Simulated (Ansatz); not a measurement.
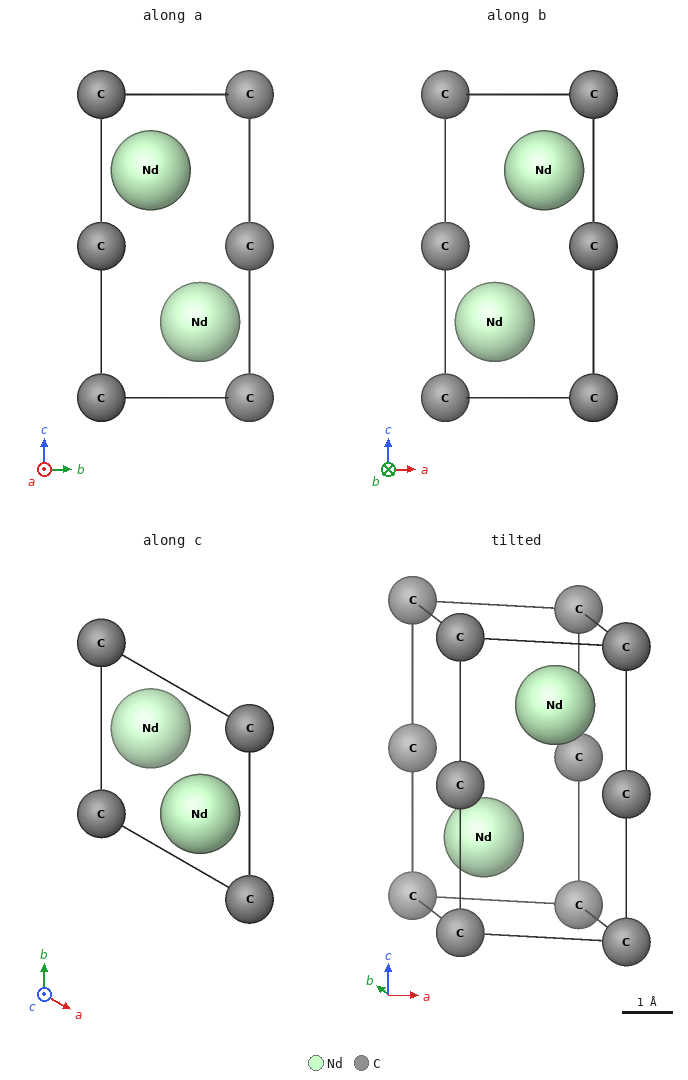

This spheres-only model is shown along the a axis, along the b axis, along the c axis and slightly off an axis. The edges of the conventional unit cell are marked.

Lattice parameters: a = 3.445 Å, b = 3.445 Å, c = 6.109 Å, α = 90.00°, β = 90.00°, γ = 120.00°.

Q: Set out the cell and atoms as a table of Wyckoff sites.

A: Space group P6_3/mmc (No. 194).
| atom | site | x | y | z |
| --- | --- | --- | --- | --- |
| Nd | 2c | 0.3333 | 0.6667 | 0.2500 |
| C | 2a | 0.0000 | 0.0000 | 0.0000 |

It goes back to a structure type filled with these elements by a generator (whether the compound takes this form wasn't checked). Atoms and cell were optimised with DFT PBEsol, scalar-relativistic, plane waves, PAW (Ansatz).
